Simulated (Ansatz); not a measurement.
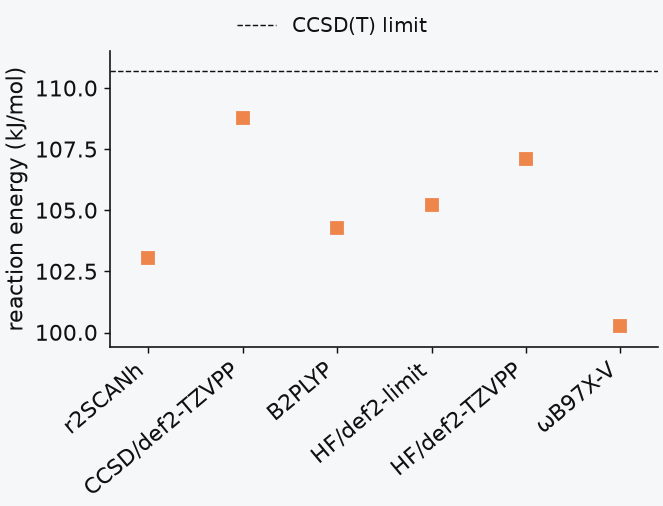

Electronic reaction energy of InHSeCl₂ ([Cl][In]([Cl])[SeH]) + H₂Se ([SeH2]) → H₂Se₂ ([SeH][SeH]) + InHCl₂ ([Cl][InH][Cl]) (SMILES in brackets) at several levels (functionals in def2-TZVPP unless a basis is named), isolated molecules at PBE0-D4 triple-zeta geometries, minima by their frequencies, no zero-point or thermal terms, the Ansatz code. The line is frozen-core CCSD(T) at the basis limit (MP2 extrapolated from triple and quadruple zeta, plus CCSD(T) less MP2 in a smaller set). B2PLYP holds a correlation term that converges slowly with the basis, so part of the distance to the limit is basis error. No dispersion term is added to r2SCANh and B2PLYP. The distance of CCSD/def2-TZVPP to the limit includes basis error. Core potentials past Kr.

Q: Which level comes closest to the line (CCSD(T) limit), and which misses most?

A: Closest CCSD/def2-TZVPP (108.8 kJ/mol), against 110.7 kJ/mol; farthest ωB97X-V (100.2 kJ/mol).

Q: Give the values.

A:
```
          level  kJ/mol  less CCSD(T) limit
        r2SCANh   103.0                −7.7
CCSD/def2-TZVPP   108.8                −1.9
         B2PLYP   104.3                −6.4
  HF/def2-limit   105.2                −5.5
  HF/def2-TZVPP   107.1                −3.6
        ωB97X-V   100.2               −10.4
  CCSD(T) limit   110.7                 0.0
```

Caveats: no scalar relativity up to krypton; outer-core shells are correlated without core-valence functions, which makes the correlated values less sure; spin-orbit coupling is left out, and with In it can shift these values.
